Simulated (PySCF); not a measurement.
Vertical excitations of a molecule CH5F2NSi from TDDFT-PBE/def2-SVPD in PySCF, as energy in eV (oscillator strength): 6.29 (0.033), 7.35 (0.013), 7.57 (0.000), 7.88 (0.073), 7.99 (0.009), 8.42 (0.062), 8.70 (0.006), 8.84 (0.003), 8.88 (0.002), 9.00 (0.021). Lowest triplet (TDA): 6.02 eV. Coordinates come from a PBE0-D3(BJ)/def2-SVP optimisation. One conformer was computed; it need not be the lowest.

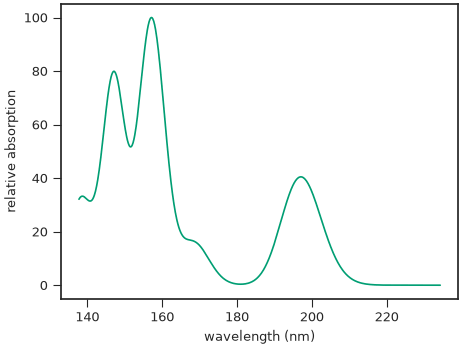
Figure. The lines broadened by 0.4 eV.

Question: Which structure fits?
A. NC[SiH](F)F
B. N[SiH2]C(F)F
C. C[Si](N)(F)F
D. CN[SiH](F)F

Answer: C, C[Si](N)(F)F
